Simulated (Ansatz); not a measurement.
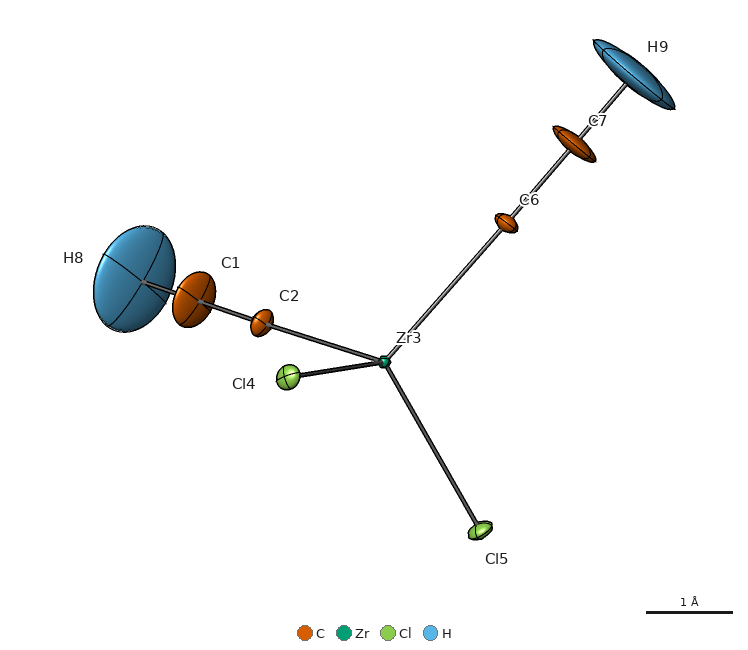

Displacement ellipsoids at the 50 % level, from the internal vibrations of the free molecule (harmonic, no overall translation or rotation; no half-axis is drawn under 0.075 Å). Charge 0, singlet. Vibrations computed with RKS PBE0-D4/def2-TZVP, core potentials on Zr (Ansatz 0.2.0). Temperature: 200 K.

List U_eq and the three principal root-mean-square amplitudes for each kind of atom.

```tsv
atom	U_eq (Å²)	rms amplitudes (Å)
C1, C7	0.0309	0.063, 0.201, 0.220
C2, C6	0.0085	0.062, 0.097, 0.111
Zr3	0.0020	0.044, 0.044, 0.044
Cl4, Cl5	0.0077	0.056, 0.094, 0.106
H8, H9	0.1117	0.094, 0.394, 0.414
```
